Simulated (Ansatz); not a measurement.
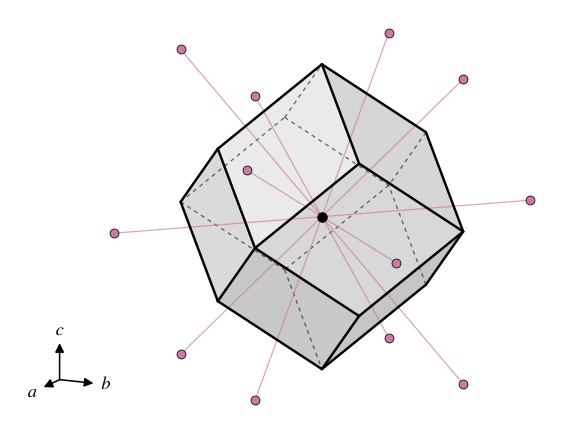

For Ni, the input geometry of an electronic-structure calculation (not necessarily at equilibrium): the Wigner–Seitz cell of the crystal's lattice, with lines to the lattice points that define its faces. Geometry calculated from the standardised cell; symmetry tolerance 0.002 Å.

a = 3.559 Å, b = 3.559 Å, c = 3.559 Å, α = 90.00°, β = 90.00°, γ = 90.00°; lattice centring F.

Which of Fedorov's five parallelohedra is it?

A rhombic dodecahedron: 12 faces (12 with 4 edges), 24 edges, 14 vertices. Its volume is that of the primitive cell, 11.3 Å³.

Which lattice vectors do the faces bisect?

```csv
example,length (Å),faces,edges of each,area (Å²)
1/2 a + 1/2 b,2.52,12,4,2.2
```
